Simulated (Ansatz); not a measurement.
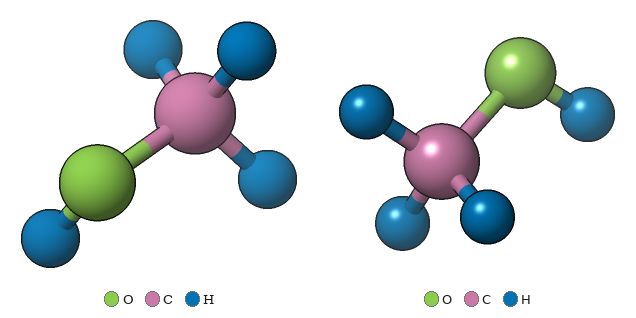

Both panels show the same species.

The geometry was computed by an optimisation with PBE0-D4/def2-TZVP.

Which formula does it have?

Answer. CH₄O, 6 atoms: 1 carbon, 4 hydrogen and 1 oxygen.

How many bonds of each kind are drawn?

Answer. 3 C–H, 1 C–O, 1 O–H. Sticks follow a distance rule.

Which point group does it belong to?

Answer. Cs.

How many sets of symmetry-equivalent atoms are there?

Answer. 5: 1 O, 1 C, 1 H, 2 H, 1 H.

The parts below concern this one geometry. Atoms keep their numbers from picture to picture.

## Geometry

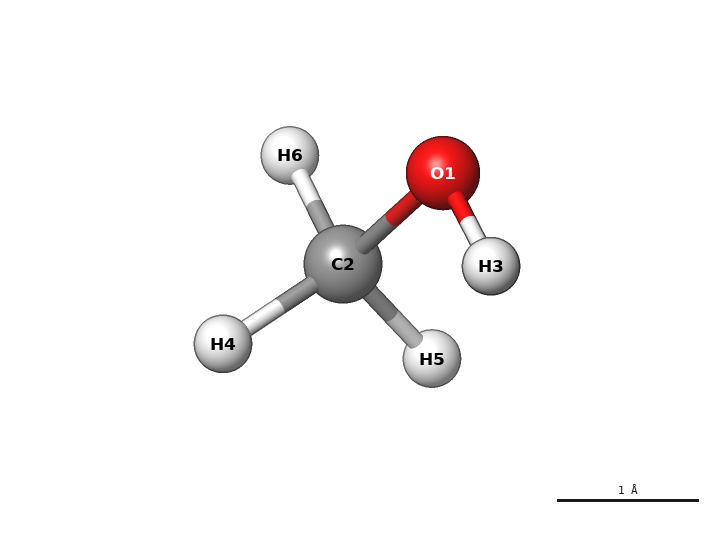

What is the geometry at C2?

Answer. C2 has 4 neighbours (O1 at 1.41, H4 at 1.10, H5 at 1.10, H6 at 1.09 Å); the arrangement is tetrahedral.

What is the geometry at O1?

Answer. O1 has 2 neighbours (C2 at 1.41, H3 at 0.96 Å); the arrangement is bent.

## Vibrations

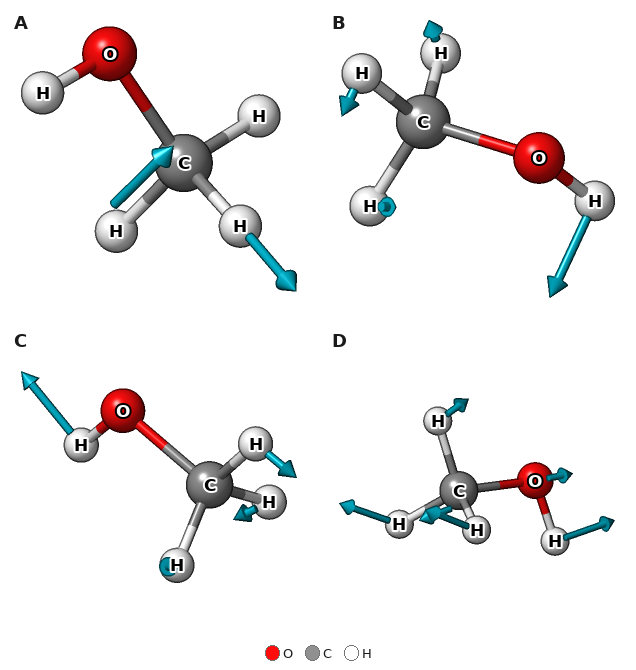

4 normal modes of one molecule or complex, as arrows. Harmonic vibrations computed with RKS PBE0-D4/def2-TZVP (Ansatz 0.2.0) at a stationary point of the same level.

Match the panels to the wavenumbers 306 cm⁻¹, 1108 cm⁻¹, 1374 cm⁻¹, 3058 cm⁻¹.

Answer. A: 3058 cm⁻¹, out-of-phase stretching of 2 C–H bonds
B: 306 cm⁻¹, a torsion or out-of-plane motion in which bond lengths and bond angles hardly change
C: 1374 cm⁻¹, C–O–H bending
D: 1108 cm⁻¹

## Charges

The questions are on Mulliken charges. Properties computed with RKS PBE0-D4/def2-TZVP (Ansatz 0.2.0).

Which atom carries the highest charge (most positive or least negative)?

Answer. H3 (0.31 e).

And the lowest?

Answer. O1 (−0.46 e).

Give the Mulliken charges atom by atom.

| atom | value (e) |
| --- | --- |
| O1 | −0.46 |
| C2 | −0.19 |
| H3 | 0.31 |
| H4 | 0.11 |
| H5 | 0.11 |
| H6 | 0.13 |

## Thermal motion

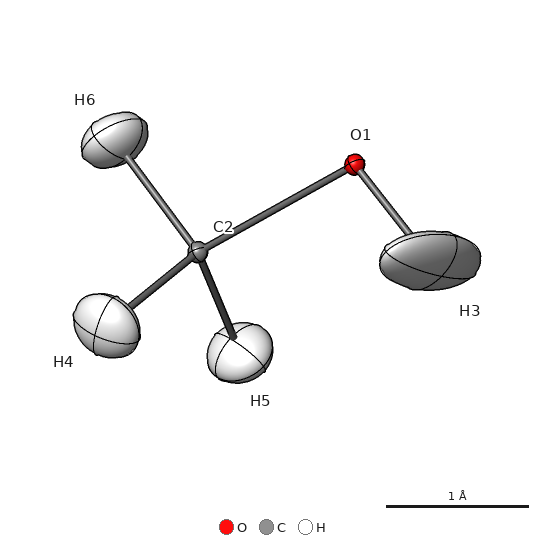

Displacement ellipsoids at the 50 % level, enlarged 1.5 times, from the internal vibrations of the free molecule (harmonic, no overall translation or rotation; no half-axis is drawn under 0.075 Å). Vibrations computed with RKS PBE0-D4/def2-TZVP (Ansatz 0.2.0). Temperature: 298 K.

Which atom moves most?

Answer. H3, with U_eq = 0.0269 Å².

Does H3 move more along its bond or across it?

Answer. Across it: the root-mean-square amplitude is 0.064 Å along the bond and up to 0.253 Å across, since bending and torsion are softer than stretching.

Give the displacement parameters, one line for each set of equivalent atoms.

| atom | U_eq (Å²) | rms amplitudes (Å) |
| --- | --- | --- |
| O1 | 0.00032 | 0.009, 0.020, 0.022 |
| C2 | 0.00044 | 0.017, 0.017, 0.027 |
| H3 | 0.0269 | 0.064, 0.111, 0.253 |
| H4, H5 | 0.0095 | 0.072, 0.103, 0.112 |
| H6 | 0.0101 | 0.072, 0.107, 0.117 |

Mulliken values depend strongly on the basis set and can even reverse the polarity of a bond.
